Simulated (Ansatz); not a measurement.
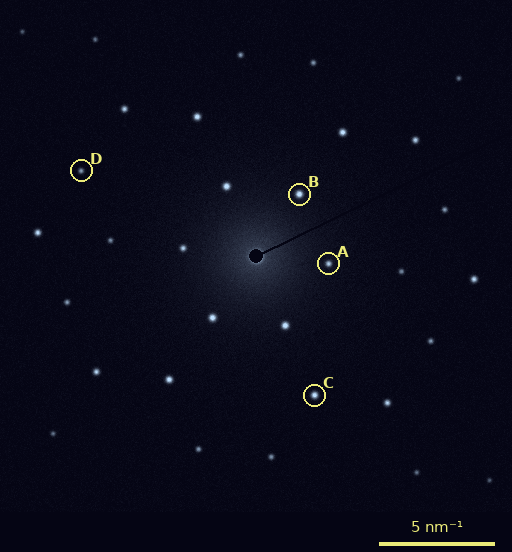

Computed electron diffraction pattern, 200 kV, single scattering only, B = 0.5 Å². The zone axis points towards the electron source and the pattern is seen from the source side.

Crystal: Nd, space group P6_3/mmc (No. 194), a = 3.63 Å, c = 12.23 Å (hexagonal axes). Structure: the input geometry of an electronic-structure calculation (not necessarily at equilibrium).

Spot A is indexed 0 -1 0 and spot B 1 -1 -1.

Q: Index the other marked spots.

A: C = 2A − 2B = -2 0 2 (d = 1.522 Å). D = −3A + B = 1 2 -1 (d = 1.182 Å).

Q: Give [uvw].

A: The cross product of A and B is parallel to [101]; every spot obeys hu + kv + lw = 0.
